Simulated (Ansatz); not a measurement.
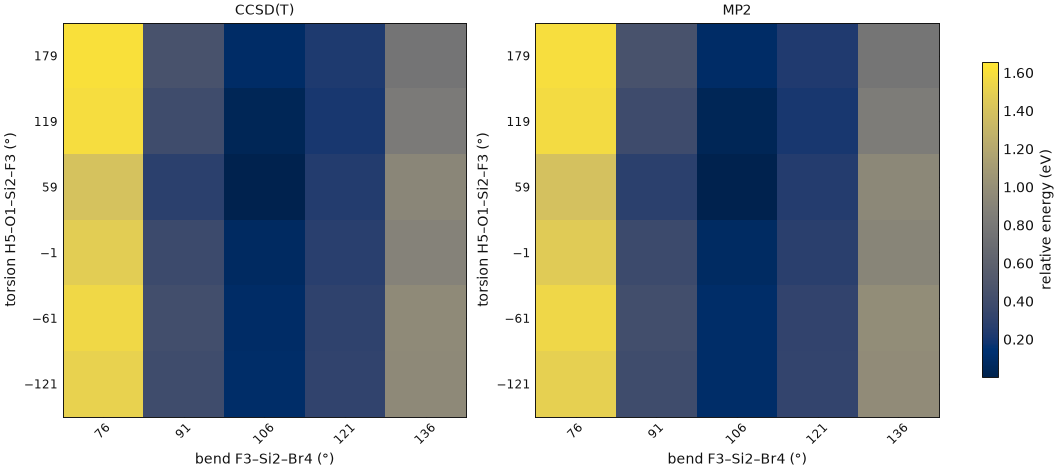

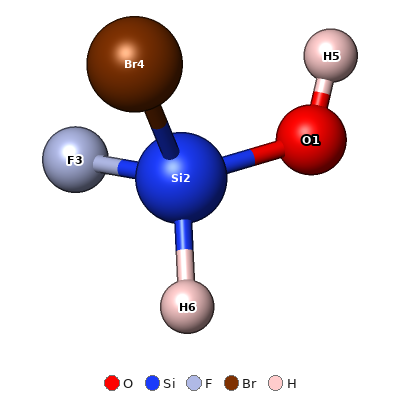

Energy landscape of SiH₂OBrF, SMILES O[Si@H](F)Br over the bend F3–Si2–Br4 and the torsion H5–O1–Si2–F3. Method named on the plot, def2-TZVPP, the Ansatz code, cores frozen in correlated methods. A bend and then a torsion are set rigidly from the minimum (PBE0-D4/def2-TZVP); energies less that of the minimum; in a bend the first-named atom and what hangs on it turn. On heavy atoms the filled d shell below the valence is correlated. The map is drawn from 5 × 6 computed points.

Question: Where do the two surfaces differ most?

Answer: At 136° and −61°: CCSD(T) 0.96, MP2 0.98 eV.

Question: Which computed point is the lowest, and which the highest?

Answer: CCSD(T): lowest at 106° and 59° (0.00 eV), highest at 76° and 179° (1.60 eV).

Known limits of this run: no scalar relativity up to krypton.
